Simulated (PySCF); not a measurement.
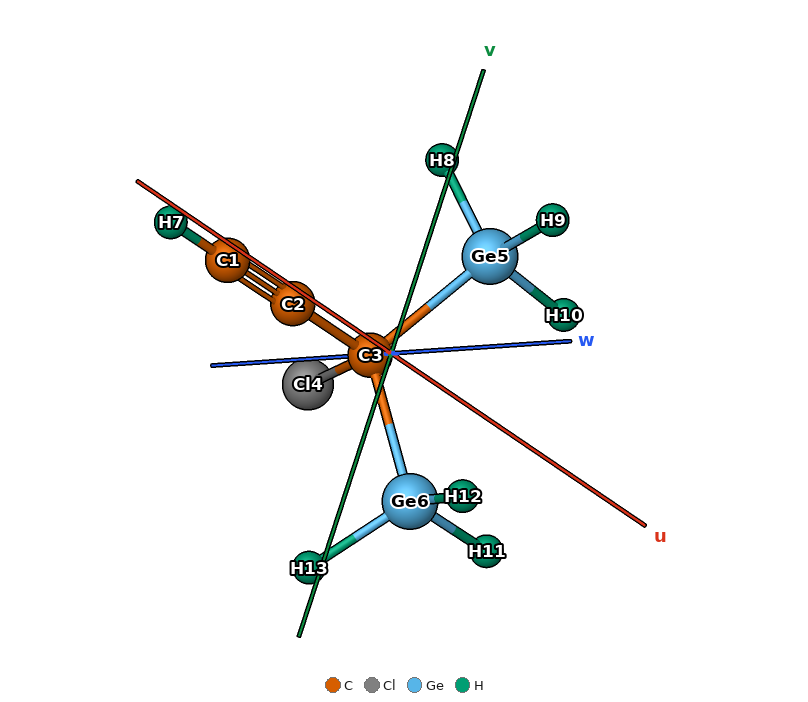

The lines u, v and w are the principal axes of the static dipole polarisability. The computed structure is the end point of a GFN2-xTB optimisation. No frequency run is at hand to confirm it as a minimum. Computed with PBE0/def2-SVPD (PySCF 2.14.0).

Question. Along which axis is the molecule most polarisable, and along which least?

Answer. Most along u (nearly parallel to the C2–C3 bond), least along w.

Question. Give the three principal values.

Answer. u 120.5, v 106.5, w 100.0 bohr³; mean 109.0, anisotropy 18.1 bohr³.

The geometry is semi-empirical. Around Ge such bond lengths and angles can be off by a tenth of an ångström or more and by several degrees, and values that hang on the shape move with them.
